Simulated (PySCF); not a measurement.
## A study: CF3, doublet, SMILES `F[C](F)F`

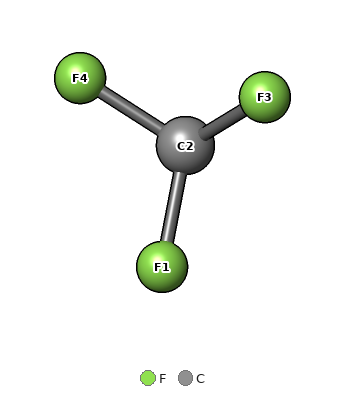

The molecule, with its atoms numbered as below. No frequency check shows the geometry to be a minimum.

Cartesian coordinates (Å):

```
F1      -0.9102   -0.8784    0.0687
C2      -0.0001    0.0000   -0.3090
F3       1.2158   -0.3491    0.0686
F4      -0.3056    1.2274    0.0687
```

## 1. Bonding charge

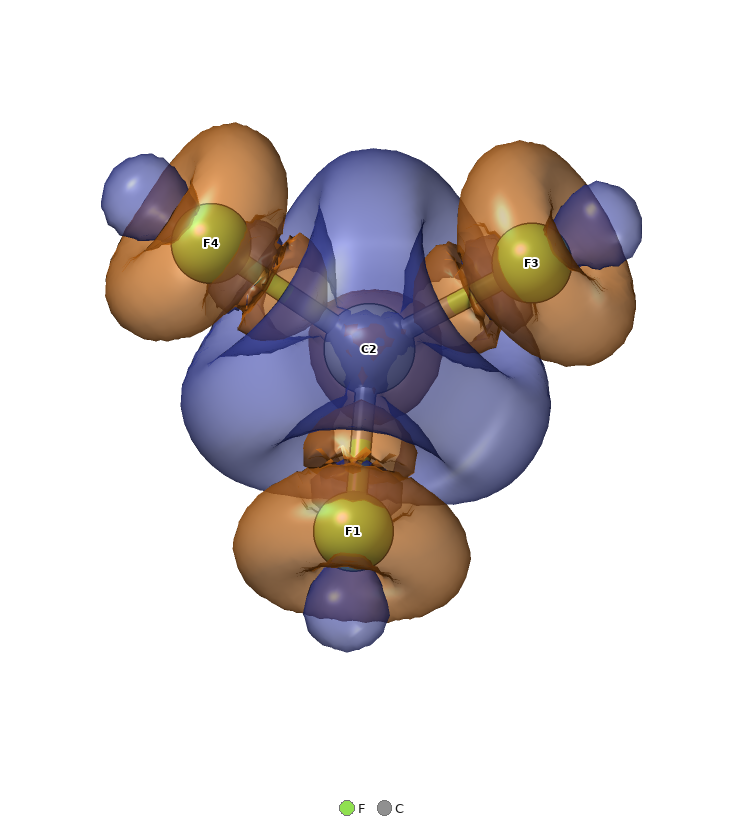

Deformation density (molecule less spherical, spin-averaged free atoms at the same positions), surfaces at ±0.04 e/Å³; orange: gain, blue: loss.

PySCF calculation, CAM-B3LYP/6-311G**, gas phase; geometry: GFN2-xTB. The stability of the open-shell solution wasn't checked. GFN2-xTB doesn't know the spin state, so this open-shell geometry is rough.

> Describe the bonding that the map shows.

F1–C2, C2–F4 and C2–F3: +0.09 e/Å³ at the bond critical point (bond length 1.32 Å, Mayer order 1.1); up to 0.6 Å beside the axis the gain reaches +0.31 e/Å³. In all, 0.8 electrons gather in the regions of gain relative to the promolecule. A small or negative value marks a very polar bond, one between electron-rich atoms, whose free-atom densities already overlap strongly, a long bond to a heavier atom, or a closed-shell contact such as a hydrogen bond.

> Where do the Hirshfeld charges lie?

The highest Hirshfeld charge is on C2 (+0.23 e), the lowest on F1, F3 and F4 (−0.08 e).

## 2. Local ionisation energy

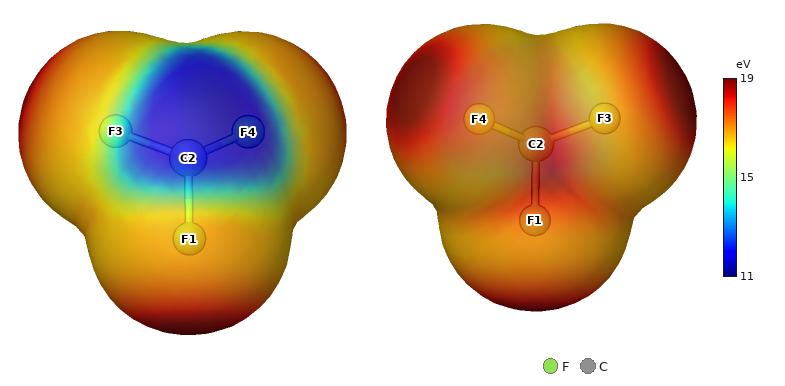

Average local ionisation energy on the surface of electron density 0.001 a.u. (back view left, front view right).

> Locate the minima of the map.

The lowest value is 11.5 eV, 2.0 Å from C2. For comparison, the highest occupied orbital lies at −9.2 eV.

## 3. Spin density

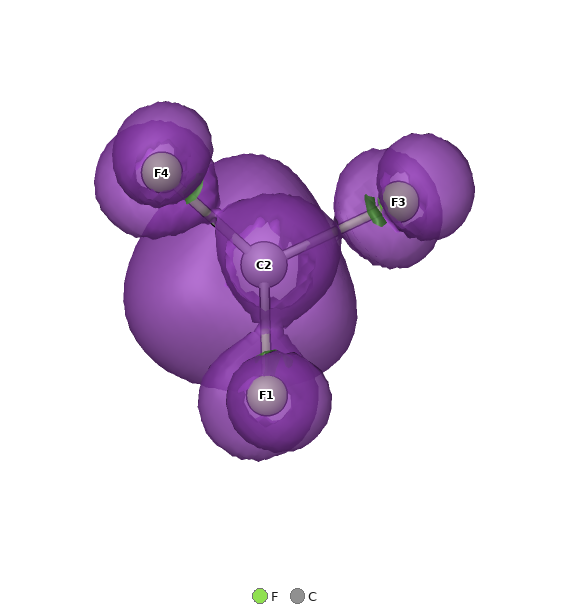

Spin density ρα − ρβ at ±0.02 e/Å³ (purple: excess α, green: excess β).

> How is the spin shared among the atoms?

Hirshfeld spin populations: C2 +0.68 and F1, F3 and F4 +0.11. ⟨S²⟩ = 0.75, as for a pure state.

## 4. In an electric field

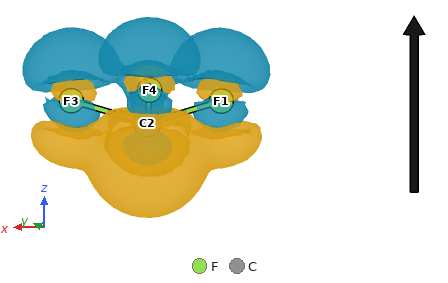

Change of the electron density in a uniform field of 0.51 V/Å along +z (arrow), surfaces at ±0.003 e/Å³ (yellow: gain, teal: loss).

Level of theory: PBE0/6-31+G* (PySCF), at a geometry from GFN2-xTB. The basis has diffuse s and p functions alone, which still leaves polarisabilities too small, most of all across bonds. The stability of the open-shell solution wasn't checked. GFN2-xTB doesn't know the spin state, so this open-shell geometry is rough.

The field was applied in both directions; the picture shows the one opposite to the script's first.

> How large is the response?

The induced dipole is 0.34 D (along the field); α along this axis, from the fields in both directions, is 13 bohr³ (2.0 Å³).

The PySCF runs shown took 3.1 s and 5.1 s on 1 thread of AMD EPYC 9R45 96-Core Processor (Zen 5) (shared host).
